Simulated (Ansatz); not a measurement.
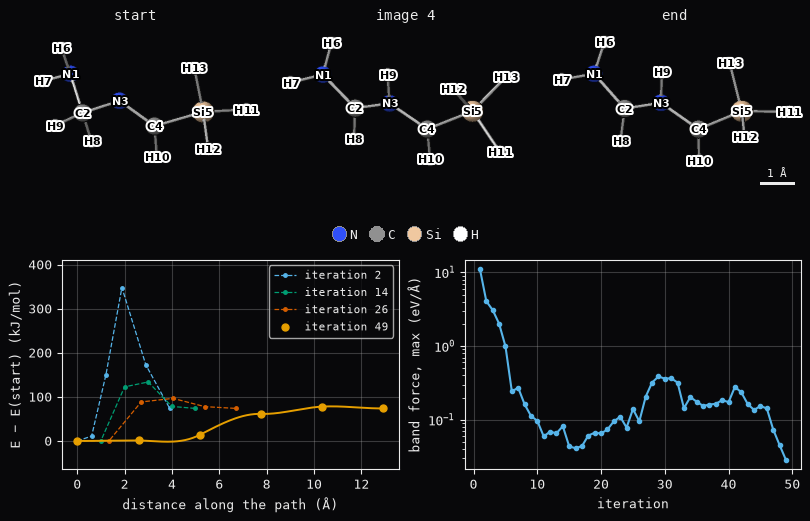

A nudged-elastic-band calculation for C₂H₈N₂Si. Images are numbered from 0 (start) to 5 (end). The plot follows the band through its iterations. Style: ball-and-stick. Shown at a tilt.

All numbers below come from RKS PBE0-D4/def2-SVP (Ansatz). Run with 4 movable images; no climbing image; force threshold 0.03 eV/Å; iteration limit 60; starting path through a guess of the saddle point.

Q: How did the profile develop, and is the result final?

A: The run is converged, with reservations. The band converged in 49 iterations. The largest component of the band force went from 11 to 0.029 eV/Å. No image climbed, so the highest image needn't lie on the saddle point, and the true maximum along this path can be higher. The first iteration put the highest image at 431.6 kJ/mol. The highest point, image 4, lies 77.9 kJ/mol above the start and 4.2 kJ/mol above the end; the end is at +73.7 kJ/mol relative to the start.

Cost: 5.7 min on 2 threads of Intel(R) Xeon(R) Platinum 8488C (Sapphire Rapids), with other jobs on the host, peak memory 0.28 GiB.
